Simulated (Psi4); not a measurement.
Geometry relaxation, with input and output: AlH4 (charge −1) (part 2 of 3)

AlH4, charge −1, SMILES [AlH4-]; PBE0/def2-TZVP, RKS, dispersion D4 (Psi4 1.11). The geometry comes from this level: GFN2-xTB.

Geometry of the input (Å):
```
Al -0.0000  0.0001  -0.0011
H  1.4435  -0.5043  0.5564
H  -1.1830  -0.6045  0.9391
H  -0.2038  -0.5171  -1.5307
H  -0.0567  1.6259  0.0362
```

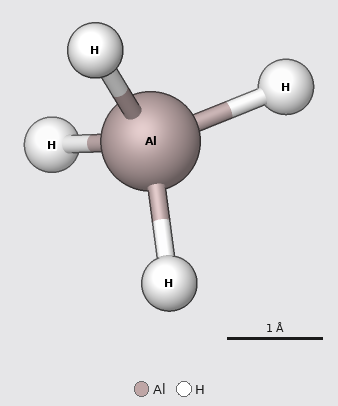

Figure 1. The input geometry (ball-and-stick view, seen at a tilt). Sticks mark near contacts.

## The program's output, continued
```
	        --- Internal Coordinate Step in ANG or DEG, aJ/ANG or AJ/DEG ---
	-------------------------------------------------------------------------------
	           Coordinate      Previous         Force          Change          New
	           ----------      --------        ------          ------        ------
	               R(1,2)       1.62755        0.03454        0.01795       1.64550
	               R(1,3)       1.62753        0.03461        0.01799       1.64552
	               R(1,4)       1.62751        0.03430        0.01782       1.64534
	               R(1,5)       1.62720        0.03504        0.01820       1.64540
	             B(2,1,3)     109.37042        0.00000        0.03122     109.40164
	             B(2,1,4)     109.54434       -0.00000       -0.02526     109.51907
	             B(2,1,5)     109.42793        0.00000        0.01527     109.44320
	             B(3,1,4)     109.50449       -0.00000       -0.00901     109.49548
	             B(3,1,5)     109.42533        0.00000        0.01147     109.43680
	             B(4,1,5)     109.55458       -0.00000       -0.02358     109.53100
	           O(2,1,3,4)      54.74653        0.00000       -0.00138      54.74515
	           O(2,1,3,5)     -54.90240        0.00000        0.05211     -54.85029
	           O(2,1,4,5)      54.66393        0.00000        0.02187      54.68580
	           O(3,1,2,4)     -54.76653        0.00000        0.00956     -54.75697
	           O(3,1,2,5)      54.90370       -0.00000       -0.05020      54.85350
	           O(3,1,4,5)     -54.70648       -0.00000       -0.00936     -54.71584
	           O(4,1,2,3)      54.67968        0.00000        0.01863      54.69831
	           O(4,1,2,5)     -54.60078       -0.00000       -0.04120     -54.64198
	           O(4,1,3,5)      54.64194        0.00000        0.02684      54.66878
	           O(5,1,2,3)     -54.87490        0.00000        0.04221     -54.83269
	           O(5,1,2,4)      54.65880        0.00000        0.02103      54.67983
	           O(5,1,3,4)     -54.68139       -0.00000       -0.01666     -54.69806
	-------------------------------------------------------------------------------

	                                 ==> Convergence Check <==

	Measures of convergence in internal coordinates in au.

	Criteria marked as inactive (o), active & met (*), and active & unmet ( ).

	----------------------------------------------------------------------------------------------~
	   Step    Total Energy     Delta E     Max Force     RMS Force      Max Disp      RMS Disp   ~
	----------------------------------------------------------------------------------------------~
	  Convergence Criteria     1.00e-06 *    3.00e-04 *             o    1.20e-03 *             o~
	----------------------------------------------------------------------------------------------~
	     1    -244.72781278   -2.45e+02      4.25e-03      1.79e-03 o    3.44e-02      1.45e-02 o  ~
	----------------------------------------------------------------------------------------------

Next Geometry in Ang
	Fragment 1 (Ang)

	   Al   0.0000059655  -0.0000355608   0.0001127675
	    H   1.4596564253  -0.5100518627   0.5631180869
	    H  -1.1963094741  -0.6113296057   0.9503110475
	    H  -0.2058970083  -0.5227700100  -1.5463289589
	    H  -0.0573637861   1.6439441689   0.0373096279

    Structure for next step:
    Molecular point group: c1
    Full point group: C1

    Geometry (in Bohr), charge = -1, multiplicity = 1:

    AL          -0.000003825551     0.000003995756    -0.000243107708
    H            2.758335782333    -0.963787134337     1.063682752999
    H           -2.260712365979    -1.155174331336     1.795371406352
    H           -0.389104054482    -0.987820949557    -2.922594439630
    H           -0.108416944049     3.106675440667     0.070048771113

gradient() will perform analytic gradient computation.

  ==> Geometry <==

    Molecular point group: c1
    Full point group: C1

    Geometry (in Bohr), charge = -1, multiplicity = 1:

       Center              X                  Y                   Z               Mass
    ------------   -----------------  -----------------  -----------------  -----------------
         AL          -0.000003825551     0.000003995756    -0.000243107708    26.981538530000
         H            2.758335782333    -0.963787134337     1.063682752999     1.007825032230
         H           -2.260712365979    -1.155174331336     1.795371406352     1.007825032230
         H           -0.389104054482    -0.987820949557    -2.922594439630     1.007825032230
         H           -0.108416944049     3.106675440667     0.070048771113     1.007825032230

  Running in c1 symmetry.

  Rotational constants: A =      2.31793  B =      2.31649  C =      2.31583 [cm^-1]
  Rotational constants: A =  69489.86238  B =  69446.49779  C =  69426.98020 [MHz]
  Nuclear repulsion =   17.904975101914165

  Charge       = -1
  Multiplicity = 1
  Electrons    = 18
  Nalpha       = 9
  Nbeta        = 9

  ==> Algorithm <==

  SCF Algorithm Type is DF.
  DIIS enabled.
  MOM disabled.
  Fractional occupation disabled.
  Guess Type is READ.
  Energy threshold   = 1.00e-08
  Density threshold  = 1.00e-08
  Integral threshold = 1.00e-12

   => Molecular Quadrature <=

    Radial Scheme          =       TREUTLER
    Pruning Scheme         =           NONE
    Nuclear Scheme         =       TREUTLER

    Blocking Scheme        =         OCTREE
    BS radius alpha        =              1
    Pruning alpha          =              1
    Radial Points          =             75
    Spherical Points       =            302
    Total Points           =         109848
    Total Blocks           =            865
    Max Points             =            256
    Max Functions          =             61
    Weights Tolerance      =       1.00E-15

   => Loading Basis Set <=

    Name: DEF2-TZVP
    Role: ORBITAL
    Keyword: BASIS

  Reading orbitals from file scr/output.mol.2464883.180.npy, no projection.

   => Auxiliary Basis Set <=

  Basis Set: (DEF2-TZVP AUX)
    Blend: DEF2-UNIVERSAL-JKFIT
    Number of shells: 62
    Number of basis functions: 200
    Number of Cartesian functions: 235
    Spherical Harmonics?: true
    Max angular momentum: 4

  Cached 100.0% of DFT collocation blocks in 0.173 [GiB].

  Minimum eigenvalue in the overlap matrix is 1.0027862873E-02.
  Reciprocal condition number of the overlap matrix is 2.1673744078E-03.
    Using symmetric orthogonalization.

  ==> Pre-Iterations <==

  SCF Guess: Orbitals guess was supplied from a previous computation.

   -------------------------------------------------------
    Irrep   Nso     Nmo     Nalpha   Nbeta   Ndocc  Nsocc
   -------------------------------------------------------
     A         61      61       9       9       9       0
   -------------------------------------------------------
    Total      61      61       9       9       9       0
   -------------------------------------------------------

  ==> Iterations <==

                           Total Energy        Delta E     RMS |[F,P]|

   @DF-RKS iter   0:  -244.72525868806920   -2.44725e+02   4.26111e-04
   @DF-RKS iter   1:  -244.72810521655975   -2.84653e-03   5.02778e-05 DIIS
   @DF-RKS iter   2:  -244.72810850360921   -3.28705e-06   2.03947e-05 DIIS
   @DF-RKS iter   3:  -244.72810905287724   -5.49268e-07   1.38618e-06 DIIS
   @DF-RKS iter   4:  -244.72810905543005   -2.55281e-09   4.51239e-07 DIIS
   @DF-RKS iter   5:  -244.72810905592078   -4.90729e-10   4.28852e-08 DIIS
   @DF-RKS iter   6:  -244.72810905592578   -5.00222e-12   2.53649e-09 DIIS
  Energy and wave function converged.

  ==> Post-Iterations <==

   Electrons on quadrature grid:
      Ntotal   =   18.0000000243 ; deviation = 2.432e-08

    Final Occupation by Irrep:
              A
    DOCC [     9 ]
    NA   [     9 ]
    NB   [     9 ]

  @DF-RKS Final Energy:  -244.72810905592578

   => Energetics <=

    Nuclear Repulsion Energy =             17.9049751019141645
    One-Electron Energy =                -379.2245641983639644
    Two-Electron Energy =                 131.8351566697229202
    DFT Exchange-Correlation Energy =     -15.2409793044819892
    Empirical Dispersion Energy =          -0.0026973247169165
    VV10 Nonlocal Energy =                  0.0000000000000000
    Total Energy =                       -244.7281090559257848

Computation Completed

Properties will be evaluated at   0.000000,   0.000000,   0.000000 [a0]

Properties computed using the SCF density matrix

 Multipole Moments:

 ------------------------------------------------------------------------------------
     Multipole            Electronic (a.u.)      Nuclear  (a.u.)        Total (a.u.)
 ------------------------------------------------------------------------------------

 L = 1.  Multiply by 2.5417464519 to convert [e a0] to [Debye]
 Dipole X            :         -0.0000952            0.0000527           -0.0000425
 Dipole Y            :          0.0001230           -0.0000550            0.0000679
 Dipole Z            :         -0.0060474            0.0033481           -0.0026993
 Magnitude           :                                                    0.0027005

 ------------------------------------------------------------------------------------

	total time  =          1 seconds =       0.02 minutes

         ------------------------------------------------------------
                                   SCF GRAD
         ------------------------------------------------------------

  ==> Geometry <==

    Molecular point group: c1
    Full point group: C1

    Geometry (in Bohr), charge = -1, multiplicity = 1:

       Center              X                  Y                   Z               Mass
    ------------   -----------------  -----------------  -----------------  -----------------
         AL          -0.000003825551     0.000003995756    -0.000243107708    26.981538530000
         H            2.758335782333    -0.963787134337     1.063682752999     1.007825032230
         H           -2.260712365979    -1.155174331336     1.795371406352     1.007825032230
         H           -0.389104054482    -0.987820949557    -2.922594439630     1.007825032230
         H           -0.108416944049     3.106675440667     0.070048771113     1.007825032230

  Nuclear repulsion =   17.904975101914165

   => Molecular Quadrature <=

    Radial Scheme          =       TREUTLER
    Pruning Scheme         =           NONE
    Nuclear Scheme         =       TREUTLER

    Blocking Scheme        =         OCTREE
    BS radius alpha        =              1
    Pruning alpha          =              1
    Radial Points          =             75
    Spherical Points       =            302
    Total Points           =         109848
    Total Blocks           =            865
    Max Points             =            256
    Max Functions          =             61
    Weights Tolerance      =       1.00E-15

  -Total Gradient:
     Atom            X                  Y                   Z
    ------   -----------------  -----------------  -----------------
       1       -0.000003458863     0.000009644432    -0.000150741722
       2       -0.000186120822     0.000063433516    -0.000011379346
       3        0.000163361190     0.000075987569    -0.000073531617
       4        0.000016051477     0.000046850990     0.000190388908
       5        0.000013482642    -0.000202785536     0.000044076718

	total time  =          0 seconds =       0.00 minutes

    			-----------------------------------------

    			 OPTKING 3.0: for geometry optimizations

    			        with contributions from

    			-----------------------------------------

	                            ===> Fragment 1 <==

	 Z (Atomic Numbers)          Masses                          Geom
	      13.000000            26.981539         -0.00000383  0.00000400 -0.00024311
	       1.000000             1.007825          2.75833578 -0.96378713  1.06368275
	       1.000000             1.007825         -2.26071237 -1.15517433  1.79537141
	       1.000000             1.007825         -0.38910405 -0.98782095 -2.92259444
	       1.000000             1.007825         -0.10841694  3.10667544  0.07004877

	 - Coordinate -           - BOHR/RAD -       - ANG/DEG -
	 R(1,2)           =         3.109545           1.645500
	 R(1,3)           =         3.109577           1.645517
	 R(1,4)           =         3.109234           1.645336
	 R(1,5)           =         3.109357           1.645401
	 B(2,1,3)         =         1.909419         109.401643
	 B(2,1,4)         =         1.911468         109.519071
	 B(2,1,5)         =         1.910144         109.443204
	 B(3,1,4)         =         1.911057         109.495480
	 B(3,1,5)         =         1.910032         109.436800
	 B(4,1,5)         =         1.911677         109.531004
	 O(2,1,3,4)       =         0.955483          54.745145
	 O(2,1,3,5)       =        -0.957318         -54.850290
	 O(2,1,4,5)       =         0.954447          54.685801
	 O(3,1,2,4)       =        -0.955689         -54.756971
	 O(3,1,2,5)       =         0.957374          54.853500
	 O(3,1,4,5)       =        -0.954972         -54.715841
	 O(4,1,2,3)       =         0.954666          54.698310
	 O(4,1,2,5)       =        -0.953682         -54.641979
	 O(4,1,3,5)       =         0.954150          54.668781
	 O(5,1,2,3)       =        -0.957011         -54.832694
	 O(5,1,2,4)       =         0.954343          54.679829
	 O(5,1,3,4)       =        -0.954661         -54.698057

	        --- Internal Coordinate Step in ANG or DEG, aJ/ANG or AJ/DEG ---
	-------------------------------------------------------------------------------
	           Coordinate      Previous         Force          Change          New
	           ----------      --------        ------          ------        ------
	               R(1,2)       1.64550        0.00156        0.00085       1.64635
	               R(1,3)       1.64552        0.00156        0.00085       1.64637
	               R(1,4)       1.64534        0.00162        0.00089       1.64622
	               R(1,5)       1.64540        0.00165        0.00090       1.64630
	             B(2,1,3)     109.40164        0.00000        0.02296     109.42460
	             B(2,1,4)     109.51907       -0.00000       -0.01627     109.50280
	             B(2,1,5)     109.44320        0.00000        0.00919     109.45240
	             B(3,1,4)     109.49548       -0.00000       -0.00690     109.48858
	             B(3,1,5)     109.43680        0.00000        0.00867     109.44547
	             B(4,1,5)     109.53100       -0.00000       -0.01758     109.51342
	           O(2,1,3,4)      54.74515       -0.00000       -0.00320      54.74194
	           O(2,1,3,5)     -54.85029        0.00000        0.03642     -54.81387
	           O(2,1,4,5)      54.68580        0.00000        0.01592      54.70172
	           O(3,1,2,4)     -54.75697        0.00000        0.00791     -54.74907
	           O(3,1,2,5)      54.85350       -0.00000       -0.03616      54.81734
	           O(3,1,4,5)     -54.71584       -0.00000       -0.00704     -54.72288
	           O(4,1,2,3)      54.69831        0.00000        0.01168      54.70999
	           O(4,1,2,5)     -54.64198       -0.00000       -0.02926     -54.67124
	           O(4,1,3,5)      54.66878        0.00000        0.02015      54.68893
	           O(5,1,2,3)     -54.83269        0.00000        0.02927     -54.80343
	           O(5,1,2,4)      54.67983        0.00000        0.01658      54.69640
	           O(5,1,3,4)     -54.69806       -0.00000       -0.01239     -54.71045
	-------------------------------------------------------------------------------

	                                 ==> Convergence Check <==

	Measures of convergence in internal coordinates in au.

	Criteria marked as inactive (o), active & met (*), and active & unmet ( ).
```
